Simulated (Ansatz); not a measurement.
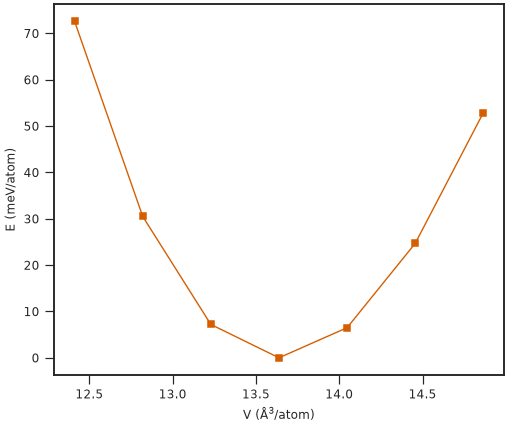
SrHfN₂ in space group R-3m (No. 166; Sr on 3a, Hf on 3b, N on 6c) under volume change, plane-wave PAW LDA (Ansatz code), shape and atoms relaxed at each volume.

Q: What does a third-order Birch–Murnaghan fit give for V₀, B₀ and B′?

A: V₀ = 13.64 Å³/atom, B₀ = 178 GPa, B′ = 4.2.

The first step of the workflow began from a Materials Project structure, measured or hypothetical; the Crystallography Open Database copy checked does not list it. Its standing as an ambient phase is unchecked. Symmetry was held in the LDA relaxation; of distortions, only those at the zone centre were tested. The run is not spin-polarised. Spin–orbit coupling is left out wherever it is not named.

Potentials: the later of the program's two PAW sets.
